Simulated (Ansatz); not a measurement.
CdRuC6N6, 56 atoms, a = 11.19 Å, b = 11.19 Å, c = 11.19 Å, α = 90.00°, β = 90.00°, γ = 90.00°.

Space group Fm-3m; a structure generated by program, which may or may not match a known phase; spin-polarised.

These are results of DFT PBE, scalar-relativistic, plane waves, PAW in Ansatz 0.2.0, not measurements.

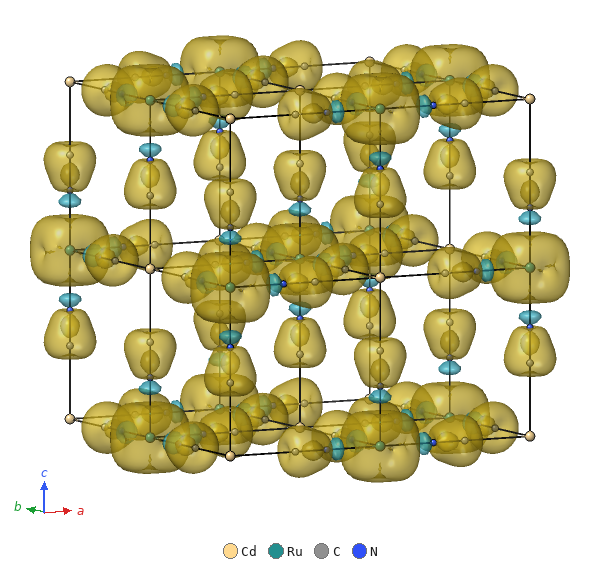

CdRuC6N6. Isosurfaces of the magnetisation density (up minus down) at +0.015 (yellow) and −0.015 e/Å³ (cyan), seen at an oblique angle. Sticks mark near contacts.

The density is the valence pseudo-density of a PAW calculation; it isn't the true density close to the nuclei.

Q: Which atoms carry the moments, and with what signs?

A: The spin density sits on Ru: +1.0 μB (×4) in one cell of 56 atoms: parallel main moments, as they must be, since the calculation's own cell holds one magnetic site. The cell of the calculation (14 atoms) carries 2.0 μB of net spin moment.
